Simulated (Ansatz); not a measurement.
# AlH2+ (triplet): RPA-PBE over a scan of the distance Al1–H2, cc-pVTZ

How well do these functionals follow the top wave-function level for AlH2+ (triplet) over a scan of the distance Al1–H2?

Program: Ansatz 0.2.0, Gaussian basis. Level of theory: cc-pVTZ, all electrons in the functionals, frozen cores in the correlation of double hybrids and RPA. These are calculated values, not measurements.

The runs, in order: RPA-PBE, at 1.382 Å; 1.570 Å; 1.722 Å; 1.887 Å; 2.118 Å; 2.373 Å; 2.798 Å; 3.231 Å; 3.875 Å; 4.586 Å; 5.942 Å.

19 further runs of the same task are left out: 4 for a known fault of the program, 9 that didn't finish, 6 set aside as unsound or not needed.

### 1 What is computed

The geometry derives from a PBE0/def2-TZVP stationary point (not a proven minimum). One bond is set to the value named and the two fragments are kept rigid.

3 atoms, charge 1, spin multiplicity 3.

Atoms are counted from 1 here; the program's logs count them from 0.

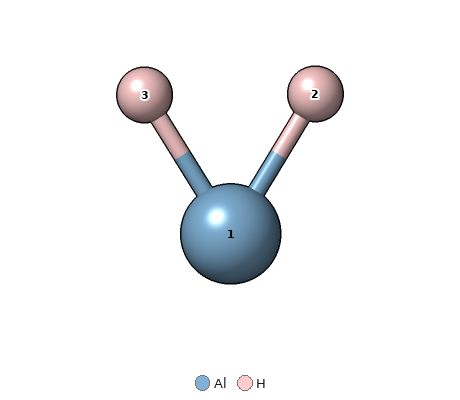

The geometry (aluminium light blue, hydrogen pink); atoms are numbered from 1 in the order of the file.

No dispersion term is added.

The geometry shown and the zero of energy belong to the point 1.722 Å. The yardstick, FCI, and other wave-function levels (R restricted, U unrestricted, valence and pair active spaces) come from earlier runs.

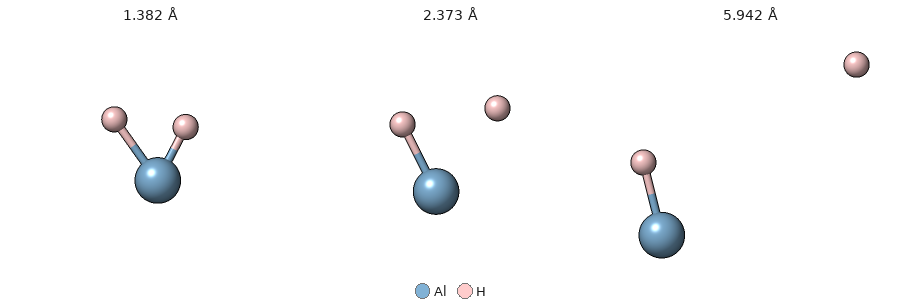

Three points of the scan; sticks are drawn by distance.

### 2 RPA-PBE, 1.382 Å

File in.yaml:

```yaml
crystal:
  periodic: [false, false, false]
  atoms:
    - {symbol: Al, position_ang: [0.000000, 0.006177, -0.092011]}
    - {symbol: H, position_ang: [0.000000, 0.728051, 1.086471]}
    - {symbol: H, position_ang: [0.000000, -0.893402, 1.376580]}
basis:
  gaussian: {orbitals: cc-pVTZ}
total_charge: 1
magnetization: {spin_polarized: true, initial_magnetization: 2}
hamiltonian: {xc: {name: PBE}}
correlation: {method: rpa, electrons: outside_noble_gas}
```

On the command line:

```sh
$ ansatz run in.yaml --threads 1 --pin off --events-out ev --progress --plain --max-ram 2393MiB
```

Output:

```text
Functional definition: PBE
  name "PBE"
  cite "Perdew, Burke & Ernzerhof, Phys. Rev. Lett. 77, 3865 (1996) doi:10.1103/PhysRevLett.77.3865"
  parent pbe
  parameter kappa = 0.804
  parameter beta = 0.06672455060314922
  exchange = pbe_x(kappa = kappa, mu = beta*pi^2/3)
  correlation = pbe_c(beta = beta)
367 factors; integrals over basis functions are off by at most 1.2e-3 eV
mean field evaluation 1: about -6611.9192 eV, gradient 1.2e1 eV
mean field evaluation 2: about -6611.9122 eV, gradient 1.2e1 eV
mean field evaluation 4: about -6613.2691 eV, gradient 1.3e0 eV
mean field evaluation 8: about -6613.2855 eV, gradient 3.8e-2 eV
mean field evaluation 16: about -6613.2855 eV, gradient 4.4e-6 eV
mean field -6613.28551441 eV, -243.0337600088 hartree, gradient 4.4e-6 eV, S^2 2.003914; 0 other end points of the search recorded, 0 dependent functions left out
5 core orbitals not correlated: weight in the atoms' cores, before any rotation towards them, 1.000 or more for the frozen orbitals, at most 0.000 for the correlated occupied ones
reference -6603.20929272 eV, -242.6634656915 hartree; 3, 1 occupied and 54, 56 virtual orbitals, 367 factors
Total energy: -6606.92155174 eV, -242.7998886942 hartree
```

Wall time 1.2 s (1 thread of Intel Xeon Platinum 8259CL at 2.50GHz, shared host).

From the report: ⟨S²⟩ of the determinant 2.004 (pure triplet: 2.00).

### 3 RPA-PBE, 1.570 Å

File in.yaml:

```yaml
crystal:
  periodic: [false, false, false]
  atoms:
    - {symbol: Al, position_ang: [0.000000, 0.002764, -0.097584]}
    - {symbol: H, position_ang: [0.000000, 0.822838, 1.241213]}
    - {symbol: H, position_ang: [0.000000, -0.896815, 1.371007]}
basis:
  gaussian: {orbitals: cc-pVTZ}
total_charge: 1
magnetization: {spin_polarized: true, initial_magnetization: 2}
hamiltonian: {xc: {name: PBE}}
correlation: {method: rpa, electrons: outside_noble_gas}
```

Same command.

Output, shortened:

```text
Functional definition: PBE
  name "PBE"
  cite "Perdew, Burke & Ernzerhof, Phys. Rev. Lett. 77, 3865 (1996) doi:10.1103/PhysRevLett.77.3865"
  parent pbe
[...]
367 factors; integrals over basis functions are off by at most 1.5e-3 eV
[...]
mean field -6613.84711172 eV, -243.0543983290 hartree, gradient 4.4e-6 eV, S^2 2.004927; 0 other end points of the search recorded, 0 dependent functions left out
5 core orbitals not correlated: weight in the atoms' cores, before any rotation towards them, 1.000 or more for the frozen orbitals, at most 0.000 for the correlated occupied ones
reference -6603.72041453 eV, -242.6822490717 hartree; 3, 1 occupied and 54, 56 virtual orbitals, 367 factors
Total energy: -6607.45756088 eV, -242.8195866667 hartree
```

Run time: 1.1 s. Hardware: 1 thread of Intel Xeon Platinum 8259CL at 2.50GHz, shared host.

From the report: ⟨S²⟩ of the determinant 2.005 (pure triplet: 2.00).

### 4 RPA-PBE, 1.722 Å

File in.yaml:

```yaml
crystal:
  periodic: [false, false, false]
  atoms:
    - {symbol: Al, position_ang: [0.000000, 0.000000, -0.102095]}
    - {symbol: H, position_ang: [0.000000, 0.899579, 1.366496]}
    - {symbol: H, position_ang: [0.000000, -0.899579, 1.366496]}
basis:
  gaussian: {orbitals: cc-pVTZ}
total_charge: 1
magnetization: {spin_polarized: true, initial_magnetization: 2}
hamiltonian: {xc: {name: PBE}}
correlation: {method: rpa, electrons: outside_noble_gas}
```

The command is unchanged.

Output, shortened:

```text
Functional definition: PBE
  name "PBE"
  cite "Perdew, Burke & Ernzerhof, Phys. Rev. Lett. 77, 3865 (1996) doi:10.1103/PhysRevLett.77.3865"
  parent pbe
[...]
367 factors; integrals over basis functions are off by at most 1.0e-3 eV
[...]
mean field -6613.95276866 eV, -243.0582811499 hartree, gradient 2.5e-7 eV, S^2 2.006203; 0 other end points of the search recorded, 0 dependent functions left out
5 core orbitals not correlated: weight in the atoms' cores, before any rotation towards them, 1.000 or more for the frozen orbitals, at most 0.000 for the correlated occupied ones
reference -6603.79463710 eV, -242.6849767006 hartree; 3, 1 occupied and 54, 56 virtual orbitals, 367 factors
Total energy: -6607.54059254 eV, -242.8226380241 hartree
```

Wall time 1.1 s (1 thread of Intel Xeon Platinum 8259CL at 2.50GHz, shared host).

From the report: ⟨S²⟩ of the determinant 2.006 (pure triplet: 2.00).

### 5 RPA-PBE, 1.887 Å

File in.yaml:

```yaml
crystal:
  periodic: [false, false, false]
  atoms:
    - {symbol: Al, position_ang: [0.000000, -0.002992, -0.106980]}
    - {symbol: H, position_ang: [0.000000, 0.982664, 1.502135]}
    - {symbol: H, position_ang: [0.000000, -0.902571, 1.361611]}
basis:
  gaussian: {orbitals: cc-pVTZ}
total_charge: 1
magnetization: {spin_polarized: true, initial_magnetization: 2}
hamiltonian: {xc: {name: PBE}}
correlation: {method: rpa, electrons: outside_noble_gas}
```

Launched as before.

Output, shortened:

```text
Functional definition: PBE
  name "PBE"
  cite "Perdew, Burke & Ernzerhof, Phys. Rev. Lett. 77, 3865 (1996) doi:10.1103/PhysRevLett.77.3865"
  parent pbe
[...]
367 factors; integrals over basis functions are off by at most 9.2e-4 eV
[...]
mean field -6613.91923519 eV, -243.0570488177 hartree, gradient 7.1e-6 eV, S^2 2.007803; 0 other end points of the search recorded, 0 dependent functions left out
5 core orbitals not correlated: weight in the atoms' cores, before any rotation towards them, 1.000 or more for the frozen orbitals, at most 0.000 for the correlated occupied ones
reference -6603.75978707 eV, -242.6836959855 hartree; 3, 1 occupied and 54, 56 virtual orbitals, 367 factors
Total energy: -6607.48640261 eV, -242.8206465809 hartree
```

Wall time 1.2 s (1 thread of Intel Xeon Platinum 8259CL at 2.50GHz, shared host).

From the report: ⟨S²⟩ of the determinant 2.008 (pure triplet: 2.00).

From 1.722 Å: +1.2 kcal/mol.

### 6 RPA-PBE, 2.118 Å

File in.yaml:

```yaml
crystal:
  periodic: [false, false, false]
  atoms:
    - {symbol: Al, position_ang: [0.000000, -0.007186, -0.113827]}
    - {symbol: H, position_ang: [0.000000, 1.099131, 1.692270]}
    - {symbol: H, position_ang: [0.000000, -0.906765, 1.354764]}
basis:
  gaussian: {orbitals: cc-pVTZ}
total_charge: 1
magnetization: {spin_polarized: true, initial_magnetization: 2}
hamiltonian: {xc: {name: PBE}}
correlation: {method: rpa, electrons: outside_noble_gas}
```

The command is unchanged.

Output, shortened:

```text
Functional definition: PBE
  name "PBE"
  cite "Perdew, Burke & Ernzerhof, Phys. Rev. Lett. 77, 3865 (1996) doi:10.1103/PhysRevLett.77.3865"
  parent pbe
[...]
366 factors; integrals over basis functions are off by at most 1.0e-3 eV
[...]
mean field -6613.80620625 eV, -243.0528950810 hartree, gradient 2.9e-6 eV, S^2 2.009139; 0 other end points of the search recorded, 0 dependent functions left out
5 core orbitals not correlated: weight in the atoms' cores, before any rotation towards them, 1.000 or more for the frozen orbitals, at most 0.000 for the correlated occupied ones
reference -6603.70557162 eV, -242.6817036045 hartree; 3, 1 occupied and 54, 56 virtual orbitals, 366 factors
Total energy: -6607.35991588 eV, -242.8159982792 hartree
```

It took 1.2 s on 1 thread of Intel Xeon Platinum 8259CL at 2.50GHz, shared host.

From the report: ⟨S²⟩ of the determinant 2.009 (pure triplet: 2.00).

From 1.722 Å: +4.2 kcal/mol.

### 7 RPA-PBE, 2.373 Å

File in.yaml:

```yaml
crystal:
  periodic: [false, false, false]
  atoms:
    - {symbol: Al, position_ang: [0.000000, -0.011816, -0.121385]}
    - {symbol: H, position_ang: [0.000000, 1.227698, 1.902160]}
    - {symbol: H, position_ang: [0.000000, -0.911395, 1.347206]}
basis:
  gaussian: {orbitals: cc-pVTZ}
total_charge: 1
magnetization: {spin_polarized: true, initial_magnetization: 2}
hamiltonian: {xc: {name: PBE}}
correlation: {method: rpa, electrons: outside_noble_gas}
```

The command is unchanged.

Output, shortened:

```text
Functional definition: PBE
  name "PBE"
  cite "Perdew, Burke & Ernzerhof, Phys. Rev. Lett. 77, 3865 (1996) doi:10.1103/PhysRevLett.77.3865"
  parent pbe
[...]
365 factors; integrals over basis functions are off by at most 1.1e-3 eV
[...]
mean field -6613.70483470 eV, -243.0491697451 hartree, gradient 1.8e-6 eV, S^2 2.008753; 0 other end points of the search recorded, 0 dependent functions left out
5 core orbitals not correlated: weight in the atoms' cores, before any rotation towards them, 1.000 or more for the frozen orbitals, at most 0.000 for the correlated occupied ones
reference -6603.69138513 eV, -242.6811822606 hartree; 3, 1 occupied and 54, 56 virtual orbitals, 365 factors
Total energy: -6607.26529146 eV, -242.8125208959 hartree
```

It took 1.1 s on 1 thread of Intel Xeon Platinum 8259CL at 2.50GHz, shared host.

From the report: ⟨S²⟩ of the determinant 2.009 (pure triplet: 2.00).

From 1.722 Å: +6.3 kcal/mol.

### 8 RPA-PBE, 2.798 Å

File in.yaml:

```yaml
crystal:
  periodic: [false, false, false]
  atoms:
    - {symbol: Al, position_ang: [0.000000, -0.019532, -0.133983]}
    - {symbol: H, position_ang: [0.000000, 1.441976, 2.251976]}
    - {symbol: H, position_ang: [0.000000, -0.919111, 1.334608]}
basis:
  gaussian: {orbitals: cc-pVTZ}
total_charge: 1
magnetization: {spin_polarized: true, initial_magnetization: 2}
hamiltonian: {xc: {name: PBE}}
correlation: {method: rpa, electrons: outside_noble_gas}
```

Same command.

Output, shortened:

```text
Functional definition: PBE
  name "PBE"
  cite "Perdew, Burke & Ernzerhof, Phys. Rev. Lett. 77, 3865 (1996) doi:10.1103/PhysRevLett.77.3865"
  parent pbe
[...]
362 factors; integrals over basis functions are off by at most 9.2e-4 eV
[...]
mean field -6613.60327097 eV, -243.0454373467 hartree, gradient 1.2e-6 eV, S^2 2.007659; 0 other end points of the search recorded, 0 dependent functions left out
5 core orbitals not correlated: weight in the atoms' cores, before any rotation towards them, 1.000 or more for the frozen orbitals, at most 0.000 for the correlated occupied ones
reference -6603.68898993 eV, -242.6810942389 hartree; 3, 1 occupied and 54, 56 virtual orbitals, 362 factors
Total energy: -6607.19012580 eV, -242.8097586087 hartree
```

Wall time 1.1 s (1 thread of Intel Xeon Platinum 8259CL at 2.50GHz, shared host).

From the report: ⟨S²⟩ of the determinant 2.008 (pure triplet: 2.00).

From 1.722 Å: +8.1 kcal/mol.

### 9 RPA-PBE, 3.231 Å

File in.yaml:

```yaml
crystal:
  periodic: [false, false, false]
  atoms:
    - {symbol: Al, position_ang: [0.000000, -0.027394, -0.146817]}
    - {symbol: H, position_ang: [0.000000, 1.660288, 2.608376]}
    - {symbol: H, position_ang: [0.000000, -0.926973, 1.321774]}
basis:
  gaussian: {orbitals: cc-pVTZ}
total_charge: 1
magnetization: {spin_polarized: true, initial_magnetization: 2}
hamiltonian: {xc: {name: PBE}}
correlation: {method: rpa, electrons: outside_noble_gas}
```

The command is unchanged.

Output, shortened:

```text
Functional definition: PBE
  name "PBE"
  cite "Perdew, Burke & Ernzerhof, Phys. Rev. Lett. 77, 3865 (1996) doi:10.1103/PhysRevLett.77.3865"
  parent pbe
[...]
358 factors; integrals over basis functions are off by at most 9.3e-4 eV
[...]
mean field -6613.53707249 eV, -243.0430045975 hartree, gradient 1.2e-6 eV, S^2 2.007487; 0 other end points of the search recorded, 0 dependent functions left out
5 core orbitals not correlated: weight in the atoms' cores, before any rotation towards them, 1.000 or more for the frozen orbitals, at most 0.000 for the correlated occupied ones
reference -6603.69371634 eV, -242.6812679312 hartree; 3, 1 occupied and 54, 56 virtual orbitals, 358 factors
Total energy: -6607.15269815 eV, -242.8083831682 hartree
```

Run time: 1.1 s. Hardware: 1 thread of Intel Xeon Platinum 8259CL at 2.50GHz, shared host.

From the report: ⟨S²⟩ of the determinant 2.007 (pure triplet: 2.00).

From 1.722 Å: +8.9 kcal/mol.

### 10 RPA-PBE, 3.875 Å

File in.yaml:

```yaml
crystal:
  periodic: [false, false, false]
  atoms:
    - {symbol: Al, position_ang: [0.000000, -0.039087, -0.165906]}
    - {symbol: H, position_ang: [0.000000, 1.984982, 3.138450]}
    - {symbol: H, position_ang: [0.000000, -0.938666, 1.302685]}
basis:
  gaussian: {orbitals: cc-pVTZ}
total_charge: 1
magnetization: {spin_polarized: true, initial_magnetization: 2}
hamiltonian: {xc: {name: PBE}}
correlation: {method: rpa, electrons: outside_noble_gas}
```

Same command.

Output, shortened:

```text
Functional definition: PBE
  name "PBE"
  cite "Perdew, Burke & Ernzerhof, Phys. Rev. Lett. 77, 3865 (1996) doi:10.1103/PhysRevLett.77.3865"
  parent pbe
[...]
358 factors; integrals over basis functions are off by at most 9.0e-4 eV
[...]
mean field -6613.47934642 eV, -243.0408832035 hartree, gradient 3.3e-6 eV, S^2 2.007598; 0 other end points of the search recorded, 0 dependent functions left out
5 core orbitals not correlated: weight in the atoms' cores, before any rotation towards them, 1.000 or more for the frozen orbitals, at most 0.000 for the correlated occupied ones
reference -6603.71042370 eV, -242.6818819153 hartree; 3, 1 occupied and 54, 56 virtual orbitals, 358 factors
Total energy: -6607.13047820 eV, -242.8075666001 hartree
```

Wall time 1.1 s (1 thread of Intel Xeon Platinum 8259CL at 2.50GHz, shared host).

From the report: ⟨S²⟩ of the determinant 2.008 (pure triplet: 2.00).

From 1.722 Å: +9.5 kcal/mol.

### 11 RPA-PBE, 4.586 Å

File in.yaml:

```yaml
crystal:
  periodic: [false, false, false]
  atoms:
    - {symbol: Al, position_ang: [0.000000, -0.051996, -0.186981]}
    - {symbol: H, position_ang: [0.000000, 2.343457, 3.723672]}
    - {symbol: H, position_ang: [0.000000, -0.951575, 1.281610]}
basis:
  gaussian: {orbitals: cc-pVTZ}
total_charge: 1
magnetization: {spin_polarized: true, initial_magnetization: 2}
hamiltonian: {xc: {name: PBE}}
correlation: {method: rpa, electrons: outside_noble_gas}
```

Launched as before.

Output, shortened:

```text
Functional definition: PBE
  name "PBE"
  cite "Perdew, Burke & Ernzerhof, Phys. Rev. Lett. 77, 3865 (1996) doi:10.1103/PhysRevLett.77.3865"
  parent pbe
[...]
357 factors; integrals over basis functions are off by at most 9.0e-4 eV
[...]
mean field -6613.44871020 eV, -243.0397573432 hartree, gradient 4.0e-6 eV, S^2 2.007680; 0 other end points of the search recorded, 0 dependent functions left out
5 core orbitals not correlated: weight in the atoms' cores, before any rotation towards them, 1.000 or more for the frozen orbitals, at most 0.000 for the correlated occupied ones
reference -6603.72907440 eV, -242.6825673158 hartree; 3, 1 occupied and 54, 56 virtual orbitals, 357 factors
Total energy: -6607.12860665 eV, -242.8074978217 hartree
```

Wall time 1.3 s (1 thread of Intel Xeon Platinum 8259CL at 2.50GHz, shared host).

From the report: ⟨S²⟩ of the determinant 2.008 (pure triplet: 2.00).

From 1.722 Å: +9.5 kcal/mol.

### 12 RPA-PBE, 5.942 Å

File in.yaml:

```yaml
crystal:
  periodic: [false, false, false]
  atoms:
    - {symbol: Al, position_ang: [0.000000, -0.076616, -0.227174]}
    - {symbol: H, position_ang: [0.000000, 3.027130, 4.839790]}
    - {symbol: H, position_ang: [0.000000, -0.976195, 1.241417]}
basis:
  gaussian: {orbitals: cc-pVTZ}
total_charge: 1
magnetization: {spin_polarized: true, initial_magnetization: 2}
hamiltonian: {xc: {name: PBE}}
correlation: {method: rpa, electrons: outside_noble_gas}
```

Launched as before.

Output, shortened:

```text
Functional definition: PBE
  name "PBE"
  cite "Perdew, Burke & Ernzerhof, Phys. Rev. Lett. 77, 3865 (1996) doi:10.1103/PhysRevLett.77.3865"
  parent pbe
[...]
357 factors; integrals over basis functions are off by at most 9.0e-4 eV
[...]
mean field -6613.43049907 eV, -243.0390880965 hartree, gradient 3.0e-6 eV, S^2 2.007740; 2 other end points of the search recorded, 0 dependent functions left out
5 core orbitals not correlated: weight in the atoms' cores, before any rotation towards them, 1.000 or more for the frozen orbitals, at most 0.000 for the correlated occupied ones
reference -6603.75051622 eV, -242.6833552882 hartree; 3, 1 occupied and 54, 56 virtual orbitals, 357 factors
Total energy: -6607.13945668 eV, -242.8078965531 hartree
```

Run time: 1.4 s. Hardware: 1 thread of Intel Xeon Platinum 8259CL at 2.50GHz, shared host.

From the report: ⟨S²⟩ of the determinant 2.008 (pure triplet: 2.00).

From 1.722 Å: +9.3 kcal/mol.

### 13 The comparison

The yardstick is full CI for this spin, exact in this basis with these frozen cores. It comes from earlier runs at the same points. Energies in kcal/mol, counted from 1.722 Å; blanks weren't run or aren't comparable.

```
  level  1.382 Å  1.570 Å  1.722 Å  1.887 Å  2.118 Å  2.373 Å  2.798 Å  3.231 Å  3.875 Å  4.586 Å  5.942 Å
    FCI     14.5      2.0      0.0      1.1      3.9      6.3      8.1      9.0      9.6      9.9     10.0
RPA-PBE     14.3      1.9      0.0      1.2      4.2      6.3      8.1      8.9      9.5      9.5      9.3
```

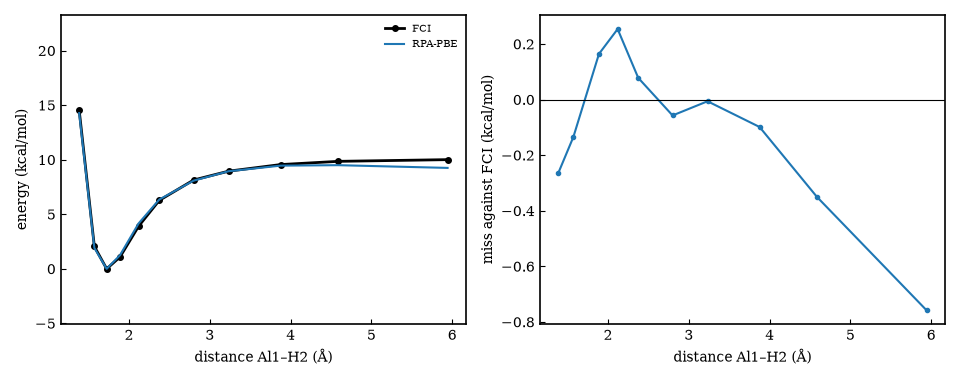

Left: the curves (the axis may cut off levels that run far away). Right: misses against FCI, in the same colours.

Largest miss and mean time a point (FCI took 6.9 s a point; shared hosts):

```
  level  largest miss (kcal/mol)    where  time a point
RPA-PBE                     -0.8  5.942 Å         1.2 s
```

### 14 Results

| quantity | value |
| --- | --- |
| span of the FCI curve | 14.5 kcal/mol |
| largest miss, RPA-PBE | -0.8 kcal/mol (5.942 Å) |

RPA-PBE strays by up to 0.8 kcal/mol, at 5.942 Å. Functionals and the yardstick converge differently with the basis, so part of each miss in cc-pVTZ is the basis.
